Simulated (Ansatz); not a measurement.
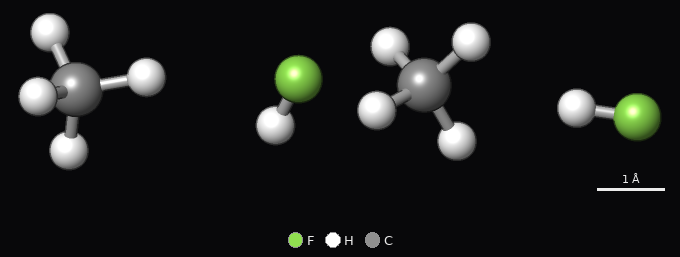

Two geometries of CH5F, drawn at one scale. One is the start of a relaxation, the other its converged end. Style: ball-and-stick. Shown at a tilt.

Computed with RKS PBE0-D4/def2-TZVP (Ansatz). Settings: force threshold 0.005 eV/Å; at most 200 steps.

Which geometry has the lower energy?

Answer. The right one is the relaxed one. The energy falls by 8.71 kJ/mol in 14 accepted moves (16 points after the start). The largest force component goes from 0.63 to 0.00096 eV/Å. The line search rejected the trial steps at points 5, 8 of the run. The forces were under the threshold at step 14, but the run went on from there. An H atom moves most after the best rigid fit: 0.76 Å. Largest moves by element: H 0.76 Å, F 0.70 Å, C 0.15 Å. Among the contacts that change: C–H 1.106 → 1.089 Å, F–H 0.934 → 0.924 Å. Cost: 14 s on 2 threads of Arm Neoverse V1, on a shared host.
